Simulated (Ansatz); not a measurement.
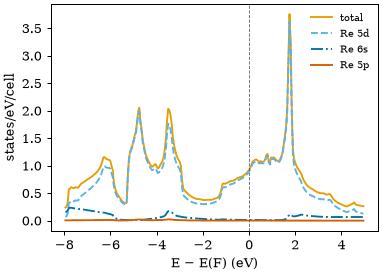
Figure. Total and projected density of states of Re (bcc (W type), Im-3m), DFT-r²SCAN in the program Ansatz with PAW potentials

**Question.** Which orbitals carry the states next to the Fermi level?

**Answer.** Within 0.5 eV of the Fermi level: Re 5d 96 %. Projections are on Löwdin-orthogonalised atomic valence shells; empty p or d shells of many metals are not among them.

**Question.** Where is the tallest occupied peak in this window, and what makes it?

**Answer.** Near -4.8 eV, about 2.1 states/eV per cell; the largest projected share is Re 5d.

The start of the workflow was typed in or built on a structure type; the Crystallography Open Database copy checked does not list it. It is not the phase usual at ambient conditions (space group No. 194). The r²SCAN relaxation kept the symmetry of its start; its stability against distortions is not shown here. The run is not spin-polarised. Spin–orbit coupling is left out wherever it is not named.

Potentials: the earlier of the program's two PAW sets.
